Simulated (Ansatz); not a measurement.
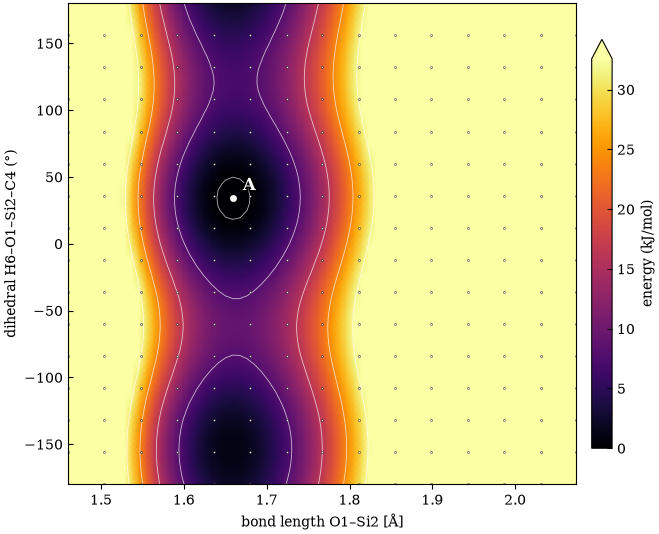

CH3BrO2Si, SMILES O[Si]1(Br)CO1. 
- The first coordinate is: bond length O1–Si2; the second: dihedral H6–O1–Si2–C4.
- Nothing is relaxed (all other coordinates rigid).
- The scan uses a 15 × 15 grid.
- All energies are given in kJ/mol relative to the lowest grid point.
- All numbers below come from RKS PBE-D4/def2-SVP (Ansatz 0.2.0).

In the figure: a smooth colour map with a few white contour lines, dots at the grid points, one colour for all values above the top of the scale, the well A. Between grid points the surface is interpolated.

> Where is the minimum, and how stiff is the well along each coordinate? Take the well at A.

The interpolated minimum is at bond length O1–Si2 ≈ 1.660 Å, dihedral H6–O1–Si2–C4 ≈ 34°. The curvatures there are about 31 eV/Å² and 0.17 eV/rad², with a cross term of about 0 eV/(Å·rad). Round the minimum the two coordinates are nearly uncoupled. (1 eV is 96.5 kJ/mol.)
